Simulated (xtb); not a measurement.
## Geometry relaxation of C$_{2}$H$_{4}$ClFSi (part 1 of 5)

The run: geometry relaxation of C$_{2}$H$_{4}$ClFSi, SMILES FC1[SiH2]C1Cl. Method and program: GFN1-xTB (xtb 6.7.1).

The geometry comes from this level: GFN2-xTB.

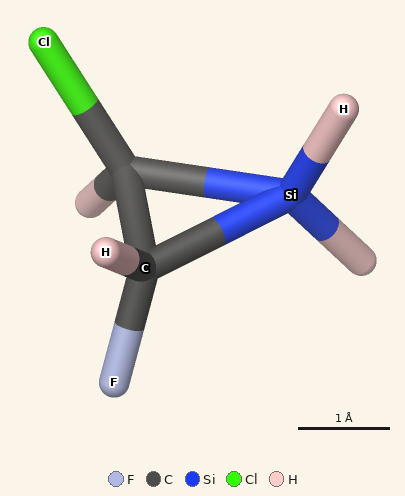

Figure 1. The input geometry (stick view, seen at a tilt).

Results in brief

- outcome: converged
- electrons treated: 30
- total energy: −17.565121 hartree
- dispersion energy: −0.003193 hartree
- basis functions: 40
- HOMO: −11.15 eV
- LUMO: −6.50 eV
- dipole moment: 1.69 D
- hardware: 1 thread of Intel Xeon @ 2.70GHz, 189 GiB of memory available, shared host
- peak memory: 0.073 GiB

Input (struc.xyz)
```
9

F     -1.49842000    -1.11656000     0.85789000
C     -0.45570000    -0.22848000     0.77918000
Si     1.03665000    -0.57803000    -0.34865000
C     -0.43884000     0.61774000    -0.48905000
Cl    -0.27157000     2.35910000    -0.25271000
H     -0.37258000     0.29669000     1.72550000
H      2.29511000    -0.01574000     0.09198000
H      0.96002000    -1.75335000    -1.18971000
H     -1.25468000     0.41862000    -1.17442000
```

Run as:
```bash
xtb struc.xyz --gfn 1 -o vtight | tee run.log
```

Log
```
* xtb version 6.7.1
   ID    Z sym.   atoms
    1    9 F      1
    2    6 C      2, 4
    3   14 Si     3
    4   17 Cl     5
    5    1 H      6-9

           -------------------------------------------------
          |                Calculation Setup                |
           -------------------------------------------------

          program call               : xtb struc.xyz --gfn 1 -o vtight
          coordinate file            : struc.xyz
          omp threads                :                     1

           -------------------------------------------------
          |                 G F N 1 - x T B                 |
           -------------------------------------------------

      * Hamiltonian:
        H0-scaling (s, p, d)           1.850000    2.250000    2.000000
        zeta-weighting                 0.000000
      * Dispersion:
        s8                             2.400000
        a1                             0.630000
        a2                             5.000000
        s9                             0.000000
      * Repulsion:
        kExp                           1.500000
        rExp                           1.000000
      * Coulomb:
        alpha                          2.000000
        third order                    atomic
        anisotropic                    false
      * Halogen bond correction:
        rad-scale                      1.300000
        damping                        0.440000

          ...................................................
          :                      SETUP                      :
          :.................................................:
          :  # basis functions                  40          :
          :  # atomic orbitals                  38          :
          :  # shells                           20          :
          :  # electrons                        30          :
          :  # halogen bonds                     0          :
          :  max. iterations                   250          :
          :  Hamiltonian                  GFN1-xTB          :
          :  restarted?                      false          :
          :  GBSA solvation                  false          :
          :  PC potential                    false          :
          :  electronic temp.          300.0000000     K    :
          :  accuracy                    1.0000000          :
          :  -> integral cutoff          0.2500000E+02      :
          :  -> integral neglect         0.1000000E-07      :
          :  -> SCF convergence          0.1000000E-05 Eh   :
          :  -> wf. convergence          0.2000000E-04 e    :
          :  Broyden damping             0.4000000          :
          :  net charge                          0          :
          :  unpaired electrons                  0          :
          ...................................................

 iter      E             dE          RMSdq      gap      omega  full diag
   1    -17.6357960 -0.176358E+02  0.697E+00    4.06       0.0  T
   2    -17.6550962 -0.193002E-01  0.431E+00    4.16       1.0  T
   3    -17.6520042  0.309196E-02  0.666E-01    3.85       1.0  T
   4    -17.6561162 -0.411202E-02  0.231E-01    4.13       1.0  T
   5    -17.6565227 -0.406410E-03  0.280E-02    4.07       1.2  T
   6    -17.6565250 -0.237835E-05  0.752E-03    4.07       4.4  T
   7    -17.6565253 -0.301688E-06  0.102E-03    4.07      32.6  T
   8    -17.6565253 -0.555524E-08  0.254E-04    4.07     131.0  T
   9    -17.6565253 -0.271836E-09  0.919E-05    4.07     362.7  T
  10    -17.6565253 -0.719922E-10  0.183E-05    4.07    1817.0  T

   *** convergence criteria satisfied after 10 iterations ***

         #    Occupation            Energy/Eh            Energy/eV
      -------------------------------------------------------------
         1        2.0000           -0.9045923             -24.6152
       ...           ...                  ...                  ...
         9        2.0000           -0.5279513             -14.3663
        10        2.0000           -0.5078002             -13.8179
        11        2.0000           -0.5050174             -13.7422
        12        2.0000           -0.4887730             -13.3002
        13        2.0000           -0.4599930             -12.5170
        14        2.0000           -0.4319447             -11.7538
        15        2.0000           -0.4022144             -10.9448 (HOMO)
        16                         -0.2527139              -6.8767 (LUMO)
        17                         -0.2316349              -6.3031
        18                         -0.2140230              -5.8239
        19                         -0.1889705              -5.1421
        20                         -0.1571411              -4.2760
       ...                                ...                  ...
        38                          1.3429344              36.5431
      -------------------------------------------------------------
                  HL-Gap            0.1495005 Eh            4.0681 eV
             Fermi-level           -0.3274642 Eh           -8.9108 eV

 SCC (total)                   0 d,  0 h,  0 min,  0.011 sec
 SCC setup                      ...        0 min,  0.000 sec (  0.850%)
 Dispersion                     ...        0 min,  0.000 sec (  0.802%)
 classical contributions        ...        0 min,  0.000 sec (  0.153%)
 integral evaluation            ...        0 min,  0.003 sec ( 24.037%)
 iterations                     ...        0 min,  0.003 sec ( 26.603%)
 molecular gradient             ...        0 min,  0.005 sec ( 45.862%)
 printout                       ...        0 min,  0.000 sec (  1.546%)

         :::::::::::::::::::::::::::::::::::::::::::::::::::::
         ::                     SUMMARY                     ::
         :::::::::::::::::::::::::::::::::::::::::::::::::::::
         :: total energy             -17.556954629166 Eh    ::
         :: gradient norm              0.049460455932 Eh/a0 ::
         :: HOMO-LUMO gap              4.068116802485 eV    ::
         ::.................................................::
         :: SCC energy               -17.656525341878 Eh    ::
         :: -> electrostatic           0.024215432929 Eh    ::
         :: repulsion energy           0.102737829518 Eh    ::
         :: dispersion energy         -0.003167116806 Eh    ::
         :: halogen bond corr.         0.000000000000 Eh    ::
         :: add. restraining           0.000000000000 Eh    ::
         :: total charge              -0.000000000000 e     ::
         :::::::::::::::::::::::::::::::::::::::::::::::::::::

      -----------------------------------------------------------
     |                   =====================                   |
     |                        A N C O P T                        |
     |                   =====================                   |
     |               Approximate Normal Coordinate               |
     |                Rational Function Optimizer                |
      -----------------------------------------------------------
      -----------------------------------------------------------
     |                   =====================                   |
     |                        A N C O P T                        |
     |                   =====================                   |
     |               Approximate Normal Coordinate               |
     |                Rational Function Optimizer                |
      -----------------------------------------------------------

          ...................................................
          :                      SETUP                      :
          :.................................................:
          :   optimization level         verytight          :
          :   max. optcycles                   200          :
          :   ANC micro-cycles                  20          :
          :   degrees of freedom                21          :
          :.................................................:
          :   RF solver                   davidson          :
          :   write xtbopt.log                true          :
          :   linear?                        false          :
          :   energy convergence         0.1000000E-06 Eh   :
          :   grad. convergence          0.2000000E-03 Eh/α :
          :   maxmium RF displ.          1.0000000          :
          :   Hlow (freq-cutoff)         0.1000000E-01      :
          :   Hmax (freq-cutoff)         5.0000000          :
          :   S6 in model hess.         20.0000000          :
          ...................................................

generating ANC from exact Hessian ...
Using Lindh-Hessian (1995)
 Shifting diagonal of input Hessian by    2.5483606251953160E-003
 Lowest  eigenvalues of input Hessian
    0.000000    0.000000    0.000000    0.000000    0.000000    0.000000
    0.010000    0.013759    0.018984    0.024212    0.031028    0.032851
    0.046341    0.063304    0.095568    0.112338    0.141819    0.171982
 Highest eigenvalues
    0.712615    0.754986    0.984764    1.149494    1.310068    1.561769

........................................................................
.............................. CYCLE    1 ..............................
........................................................................

 iter      E             dE          RMSdq      gap      omega  full diag
   1    -17.6565253 -0.176565E+02  0.225E-06    4.07       0.0  T
   2    -17.6565253 -0.675016E-13  0.922E-07    4.07   36137.2  T
   3    -17.6565253  0.106581E-13  0.344E-07    4.07   97036.9  T
     SCC iter.                  ...        0 min,  0.001 sec
     gradient                   ...        0 min,  0.004 sec
 * total energy  :   -17.5569546 Eh     change       -0.1715961E-11 Eh
   gradient norm :     0.0494605 Eh/α   predicted     0.0000000E+00 (-100.00%)
   displ. norm   :     0.2854995 α      lambda       -0.6679378E-02
   maximum displ.:     0.1729822 α      in ANC's #4, #5, #3, ...

........................................................................
.............................. CYCLE    2 ..............................
........................................................................

 iter      E             dE          RMSdq      gap      omega  full diag
   1    -17.6565956 -0.176566E+02  0.212E-01    4.28       0.0  T
   2    -17.6566152 -0.195558E-04  0.104E-01    4.27       1.0  T
   3    -17.6566170 -0.185128E-05  0.191E-02    4.28       1.7  T
   4    -17.6566181 -0.108841E-05  0.102E-02    4.27       3.3  T
   5    -17.6566184 -0.276639E-06  0.219E-03    4.28      15.2  T
   6    -17.6566184 -0.105760E-08  0.314E-04    4.28     106.2  T
   7    -17.6566184 -0.288985E-09  0.486E-05    4.28     686.3  T
   8    -17.6566184 -0.958522E-11  0.740E-06    4.28    4506.9  T
     SCC iter.                  ...        0 min,  0.002 sec
     gradient                   ...        0 min,  0.004 sec
 * total energy  :   -17.5613168 Eh     change       -0.4362206E-02 Eh
   gradient norm :     0.0236146 Eh/α   predicted    -0.3611905E-02 ( -17.20%)
   displ. norm   :     0.1156819 α      lambda       -0.1570151E-02
   maximum displ.:     0.0507397 α      in ANC's #2, #5, #6, ...

........................................................................
.............................. CYCLE    3 ..............................
........................................................................

 iter      E             dE          RMSdq      gap      omega  full diag
   1    -17.6570212 -0.176570E+02  0.979E-02    4.43       0.0  T
   2    -17.6570455 -0.242292E-04  0.487E-02    4.45       1.0  T
   3    -17.6570465 -0.105567E-05  0.215E-02    4.44       1.6  T
   4    -17.6570485 -0.196278E-05  0.612E-03    4.44       5.4  T
   5    -17.6570485 -0.135129E-07  0.251E-03    4.44      13.3  T
   6    -17.6570485 -0.153663E-07  0.278E-04    4.44     120.0  T
   7    -17.6570485 -0.764118E-10  0.767E-05    4.44     434.8  T
   8    -17.6570485 -0.153015E-10  0.408E-06    4.44    8166.5  T
     SCC iter.                  ...        0 min,  0.002 sec
     gradient                   ...        0 min,  0.004 sec
 * total energy  :   -17.5622210 Eh     change       -0.9041282E-03 Eh
   gradient norm :     0.0096340 Eh/α   predicted    -0.7955818E-03 ( -12.01%)
   displ. norm   :     0.0577637 α      lambda       -0.2056489E-03
   maximum displ.:     0.0458518 α      in ANC's #2, #4, #7, ...

........................................................................
.............................. CYCLE    4 ..............................
........................................................................

 iter      E             dE          RMSdq      gap      omega  full diag
   1    -17.6581656 -0.176582E+02  0.285E-02    4.49       0.0  T
   2    -17.6581740 -0.840570E-05  0.127E-02    4.50       2.6  T
   3    -17.6581750 -0.102914E-05  0.556E-03    4.50       6.0  T
   4    -17.6581751 -0.478304E-07  0.194E-03    4.50      17.2  T
   5    -17.6581751 -0.837257E-09  0.617E-04    4.50      54.0  T
   6    -17.6581751 -0.133501E-08  0.954E-05    4.50     349.5  T
   7    -17.6581751 -0.151914E-10  0.282E-05    4.50    1181.3  T
     SCC iter.                  ...        0 min,  0.002 sec
     gradient                   ...        0 min,  0.005 sec
 * total energy  :   -17.5623362 Eh     change       -0.1152198E-03 Eh
   gradient norm :     0.0049635 Eh/α   predicted    -0.1031680E-03 ( -10.46%)
   displ. norm   :     0.0329718 α      lambda       -0.5124785E-04
   maximum displ.:     0.0241472 α      in ANC's #3, #2, #4, ...

........................................................................
.............................. CYCLE    5 ..............................
........................................................................

 iter      E             dE          RMSdq      gap      omega  full diag
   1    -17.6586211 -0.176586E+02  0.109E-02    4.52       0.0  T
   2    -17.6586220 -0.886451E-06  0.484E-03    4.52       6.9  T
   3    -17.6586221 -0.531294E-07  0.268E-03    4.52      12.4  T
   4    -17.6586221 -0.124185E-07  0.959E-04    4.52      34.8  T
   5    -17.6586221 -0.372392E-09  0.215E-04    4.52     154.8  T
   6    -17.6586221 -0.126693E-09  0.667E-05    4.52     499.9  T
   7    -17.6586221 -0.799716E-11  0.173E-05    4.52    1930.3  T
     SCC iter.                  ...        0 min,  0.002 sec
     gradient                   ...        0 min,  0.004 sec
 * total energy  :   -17.5623655 Eh     change       -0.2934465E-04 Eh
   gradient norm :     0.0021444 Eh/α   predicted    -0.2565104E-04 ( -12.59%)
   displ. norm   :     0.0270116 α      lambda       -0.1836999E-04
   maximum displ.:     0.0147184 α      in ANC's #1, #2, #6, ...
```
